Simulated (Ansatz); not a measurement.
```xyz
42

In   -0.0007   -2.7027   -2.8693
P    -1.9608   -1.1335   -3.6824
P    -0.0007   -2.2761   -0.3709
In   -2.2755   -1.3126    0.5161
In   -0.0010   -2.6888    3.8527
P    -1.9597   -1.1291    3.0270
In   -2.3386    1.3495   -2.8717
P    -1.9704    1.1382   -0.3730
In   -2.3297    1.3481    3.8505
P     1.9604   -1.1346   -3.6822
In    2.2747   -1.3141    0.5162
P     1.9589   -1.1303    3.0271
In    2.3394    1.3483   -2.8716
P     0.0007    2.2625   -3.6838
P     1.9712    1.1370   -0.3729
In    0.0009    2.6273    0.5140
In    2.3304    1.3466    3.8507
P     0.0006    2.2643    3.0252
H    -0.0011   -4.2277   -3.6936
H    -3.1659   -1.8287   -3.3455
H    -2.0924   -1.2101   -5.1076
H    -0.0012   -3.6206    0.1269
H    -3.6135   -2.0848   -0.2990
H    -0.0013   -4.0960    2.8112
H    -0.0010   -2.6796    5.5917
H    -3.1463   -1.8133    3.4589
H    -3.6589    2.1116   -3.6971
H    -3.1348    1.8114    0.1236
H    -3.5479    2.0512    2.8082
H    -2.3225    1.3448    5.5895
H     2.0922   -1.2115   -5.1074
H     3.1651   -1.8303   -3.3449
H     3.6122   -2.0872   -0.2987
H     3.1449   -1.8153    3.4591
H     3.6600    2.1097   -3.6971
H     0.0008    2.4152   -5.1090
H     0.0011    3.6537   -3.3465
H     3.1360    1.8095    0.1236
H     0.0014    4.1716   -0.3022
H     2.3230    1.3433    5.5897
H     3.5491    2.0490    2.8085
H     0.0011    3.6344    3.4559
```

Geometry: PBE-D4/def2-SVP; core potentials replace the inner electrons of In.

Theory: RKS PBE0-D4/def2-SVP in Ansatz 0.2.0.

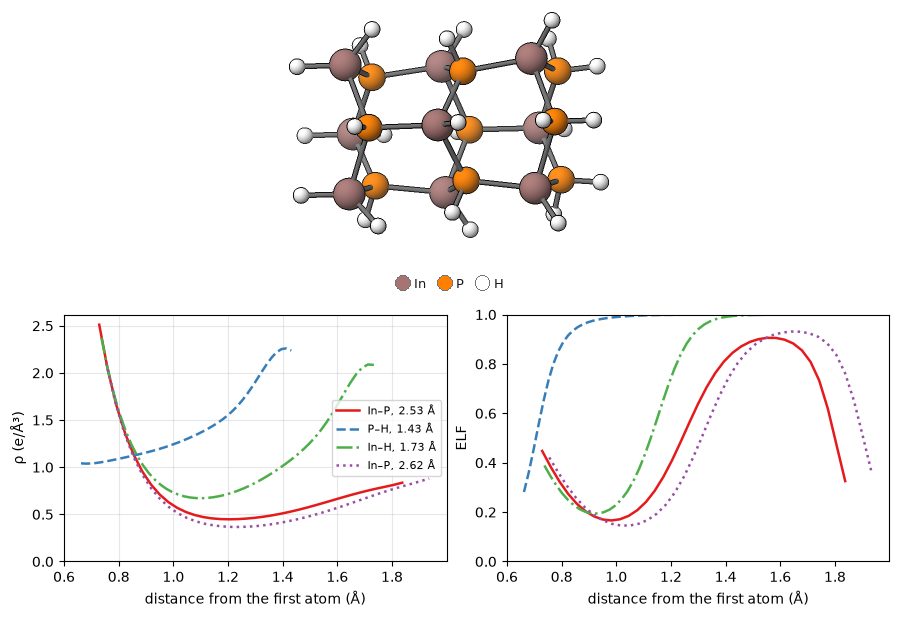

H₂₄In₉P₉. Electron density and ELF along straight lines between neighbouring atoms. The curves leave out the atomic cores. The structure is drawn too.

Q: Compare the contacts.

A: In–P (2.53 Å): the density is about 0.46 e/Å³ at the midpoint; the ELF peaks at about 0.90 between the atoms; localised, covalent bonding.
P–H (1.43 Å): the density is about 1 e/Å³ at the midpoint; the ELF climbs to about 1 towards the hydrogen, as it does in any bond to H.
In–H (1.73 Å): ρ at the midpoint is about 1.1 e/Å³; the ELF climbs to about 1 towards the hydrogen.
In–P (2.62 Å): ρ is about 0.38 e/Å³ halfway; the ELF peaks at about 0.95 in the valence shell of P, 1.0 Å from its nucleus, and drops to about 0.15 between the two atoms.
